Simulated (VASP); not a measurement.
# Hf (Hafnium): convergence with the SCF solver and k-mesh, part 3 of 3

How sensitive are energy and pressure of Hf (Hafnium) to the SCF solver and k-mesh? The series runs use PBEsol. The start is a cell from a database of measured crystal structures.

VASP 6.6.1; PBEsol; plane waves and PAW (Hf_pv).

So far. Step 16 (K-mesh: 10 10 5): Against the run before the energy moves by -0.90 meV an atom and the pressure by -0.38 GPa, after 11 cycles in 5.6 s.

## Step 17: K-mesh: 12 12 7

INCAR reads:

```
SYSTEM = Hf
PREC = Accurate
ENCUT = 400
EDIFF = 1E-06
NELM = 100
ISMEAR = -1
SIGMA = 0.05
LREAL = .FALSE.
ALGO = Normal
GGA = PS
NBANDS = 16
LASPH = .TRUE.
LORBIT = 11
LWAVE = .FALSE.
LCHARG = .FALSE.
KPAR = 2
ISIF = 2
```

POSCAR reads:

```
Hf
1.0
    3.1967000000      0.0000000000      0.0000000000
   -1.5983500000      2.7684234083      0.0000000000
    0.0000000000      0.0000000000      5.0578000000
Hf
2
Direct
    0.3333333333      0.6666666667      0.2500000000
    0.6666666667      0.3333333333      0.7500000000
```

KPOINTS reads:

```
Automatic mesh
0
Gamma
12 12 7
0 0 0
```

Potentials, in the order of the species: Hf_pv (PBE family, release 64).

Command:

```
mpirun -np 2 vasp_std
```

Log:

```text
[... set-up lines as in an earlier step ...]
 entering main loop
       N       E                     dE             d eps       ncg     rms          rms(c)
DAV:   1     0.408966309243E+02    0.40897E+02   -0.10140E+04  2456   0.980E+02
DAV:   2    -0.203103220102E+02   -0.61207E+02   -0.59791E+02  3248   0.225E+02
DAV:   3    -0.217771304684E+02   -0.14668E+01   -0.14606E+01  3192   0.250E+01
DAV:   4    -0.217888152162E+02   -0.11685E-01   -0.11682E-01  3056   0.279E+00
[...]
DAV:   9    -0.209886321389E+02   -0.10134E-03   -0.11908E-03  3400   0.253E-01    0.196E-01
DAV:  10    -0.209886224140E+02    0.97249E-05   -0.52485E-05  2904   0.516E-02    0.219E-01
DAV:  11    -0.209886229788E+02   -0.56471E-06   -0.55588E-06  3168   0.165E-02
   1 F= -.20988623E+02 E0= -.20982020E+02  d E =-.132054E-01
```

Wall time 8.6 s (2 MPI ranks of AMD EPYC 9R45, shared host); peak memory 0.28 GiB; 14 s of CPU time.

OUTCAR, selected parts (step 17):

```text
  Total       -1.1394260     -1.1394260     -1.2009127      0.0000000     -0.0000000      0.0000000
  in kB      -40.7850199    -40.7850199    -42.9858958      0.0000000     -0.0000000      0.0000000
  external PRESSURE =     -41.5186452 kB  Pullay stress =       0.0000000 kB

  FREE ENERGIE OF THE ION-ELECTRON SYSTEM (eV)
  ---------------------------------------------------
  free  energy   TOTEN  =       -20.9886229788 eV

  energy  without entropy=      -20.9754175336  energy(sigma->0) =      -20.98202026

[... 2 parts as in an earlier step ...]

[... 2 further parts left out ...]
[key lines of the parts left out:]
E-fermi :   4.7614
```

Against the run before the energy moves by +0.42 meV an atom and the pressure by +0.21 GPa, after 11 cycles in 8.6 s.

## Step 18: K-mesh: 15 15 8

INCAR is that of step 17.

POSCAR is that of step 17.

KPOINTS reads:

```
Automatic mesh
0
Gamma
15 15 8
0 0 0
```

Command:

```
mpirun -np 2 vasp_std
```

Log:

```text
[... set-up lines as in an earlier step ...]
 entering main loop
       N       E                     dE             d eps       ncg     rms          rms(c)
DAV:   1     0.406822853945E+02    0.40682E+02   -0.10028E+04  4400   0.973E+02
DAV:   2    -0.203443468031E+02   -0.61027E+02   -0.59656E+02  5816   0.225E+02
DAV:   3    -0.217768142643E+02   -0.14325E+01   -0.14249E+01  5664   0.248E+01
DAV:   4    -0.217882213289E+02   -0.11407E-01   -0.11404E-01  5480   0.272E+00
[...]
DAV:  10    -0.209890740878E+02    0.10450E-04   -0.44860E-05  5104   0.477E-02    0.185E-01
DAV:  11    -0.209890755820E+02   -0.14943E-05   -0.43139E-06  5536   0.144E-02    0.108E-02
DAV:  12    -0.209890756337E+02   -0.51687E-07   -0.34055E-07  3024   0.410E-03
   1 F= -.20989076E+02 E0= -.20982721E+02  d E =-.127083E-01
```

Run time: 15 s. Hardware: 2 MPI ranks; peak memory 0.32 GiB; 26 s of CPU time.

Parts of OUTCAR (step 18):

```text
  Total       -1.1519458     -1.1519458     -1.2217077      0.0000000     -0.0000000     -0.0000000
  in kB      -41.2331582    -41.2331582    -43.7302376      0.0000000     -0.0000000     -0.0000000
  external PRESSURE =     -42.0655180 kB  Pullay stress =       0.0000000 kB

  FREE ENERGIE OF THE ION-ELECTRON SYSTEM (eV)
  ---------------------------------------------------
  free  energy   TOTEN  =       -20.9890756337 eV

  energy  without entropy=      -20.9763673577  energy(sigma->0) =      -20.98272150

[... 2 parts as in an earlier step ...]

[... 2 further parts left out ...]
[key lines of the parts left out:]
E-fermi :   4.7616
```

Against the run before the energy moves by -0.35 meV an atom and the pressure by -0.05 GPa, after 12 cycles in 15 s.

## Step 19: The k-mesh series as a table

This step: convergence of PBEsol results with the mesh; plane waves and PAW (VASP 6.6.1).

This step runs nothing: it gathers the runs above.

Differences are taken from the run with 15 15 8. Results of the series, by row:

| setting | status | energy less the reference (meV/atom) | pressure (GPa) | SCF cycles | wall time (s) |
| --- | --- | --- | --- | --- | --- |
| 2 2 2 | converged | -392.7 | -12.88 | 12 | 1.6 |
| 3 3 2 | converged | -26.4 | -4.507 | 12 | 2.2 |
| 4 4 3 | converged | 25.48 | -3.815 | 11 | 2.2 |
| 6 6 3 | converged | 27.93 | -3.533 | 11 | 2.8 |
| 7 7 4 | converged | 0.8386 | -3.977 | 12 | 4 |
| 10 10 5 | converged | -0.06541 | -4.36 | 11 | 5.6 |
| 12 12 7 | converged | 0.3506 | -4.152 | 11 | 8.6 |
| 15 15 8 | converged | 0 | -4.207 | 12 | 15 |

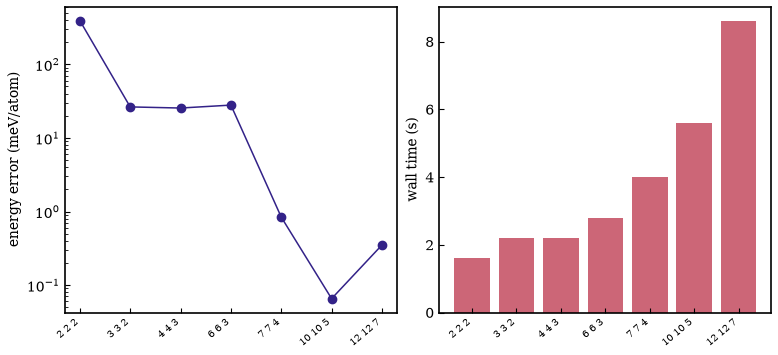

The energy error in size, against the reference run (errors under 0.01 are drawn at 0.01), and the wall time by setting.

## Step 20: Summary of results

```
fewest SCF cycles                                                      : AMIX = 0.8 (11)
most SCF cycles among converged runs                                   : IMIX = 1, AMIX = 0.2 (30)
spread of the pressure over the SCF solver                             : 0.0346 GPa
spread of the energy over the SCF solver                               : 0.00293 meV/atom
k-mesh from which the energy stays within 10 meV/atom of the reference : 7 7 4
k-mesh from which the energy stays within 1 meV/atom of the reference  : 7 7 4
k-mesh from which the pressure stays within 0.2 GPa of the reference   : 10 10 5
spread of the pressure over the k-mesh                                 : 9.35 GPa
spread of the energy over the k-mesh                                   : 421 meV/atom
```

In words: All SCF solvers that converged agree within 0.05 meV an atom. No setting beats the 3.6 s of ALGO = Normal by a fifth or more; the slowest converged run is IMIX = 1, AMIX = 0.2, at 8.4 s. On a shared host such times are rough. From 7 7 4 on, the energy stays within 1 meV an atom of the reference, at 27 % of its time. The pressure holds within 0.2 GPa from 10 10 5 on. The energy swings above and below the reference, since the sum over k-points is not variational. A metal's Fermi surface slows this convergence. Differences are taken from the run with 15 15 8, which is itself not the exact limit. Forces vanish by symmetry in this cell, so the series can't test them. The run at 2 2 2 is over 30 meV an atom or 2 GPa off and describes the material poorly.

[Lines on the potential files, build, host, timing and source positions are cut from VASP's logs without a mark.]

[Logs are printed without paths, hosts, clocks, repeated set-up lines and the standing remarks that a program may print on its own settings, such as how far it seeks lower states.]

[Hosts, paths, dates, database ids (printed as entryN), source tags and the programs' standing remarks are cut or masked in the printed files.]

[A measured line is paired with the nearest computed mode of its activity, which favours agreement.]
